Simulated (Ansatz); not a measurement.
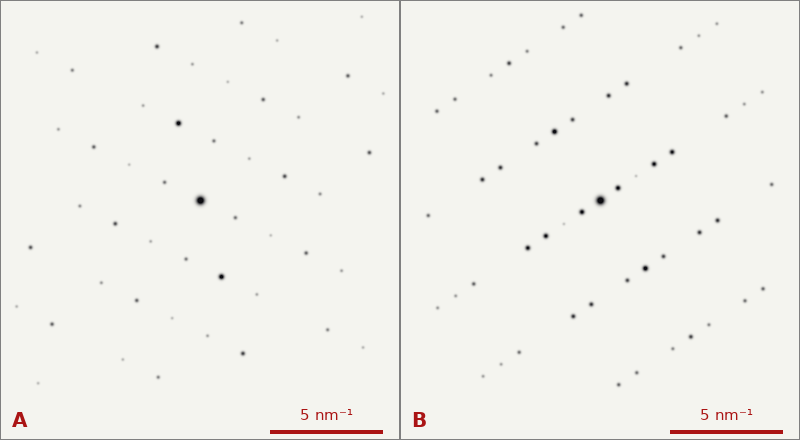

Kinematic electron diffraction patterns (120 kV, B = 0.5 Å², same scale, each along a low-index zone) of two structures of composition Rb3P2, each relaxed at zero pressure with DFT PBE, scalar-relativistic, plane waves, PAW in Ansatz 0.2.0.

The structures (standard cells):
1. R-3c (No. 167), a = 9.659 Å, c = 15.158 Å (hexagonal axes), 30 atoms; generated start, possibly hypothetical
2. R-3m (No. 166), a = 5.413 Å, c = 30.781 Å (hexagonal axes), 15 atoms; generated start, possibly hypothetical

**Which pattern belongs to which structure, and along which zone?**

A is structure 1 along [100] or an equivalent direction: oblique net of 0 1 2 at d = 5.62 Å and 0 2 -2 at d = 3.66 Å, 76.7° apart (some points of this net are extinct or too weak to see). B is structure 2 along [210] or an equivalent direction: rectangular net of 0 0 3 at d = 10.26 Å and 1 -2 0 at d = 2.71 Å, 90.0° apart (some points of this net are extinct or too weak to see).

**Which structure lies lowest at this level of theory, and by how much?**

Structure 1 (R-3c, 40.82 Å³ an atom) is the lowest of these; structure 2 (R-3m, 52.08 Å³ an atom) lies about 440 meV an atom higher. These are static energies at 0 K; other structures, not shown, may lie lower still.
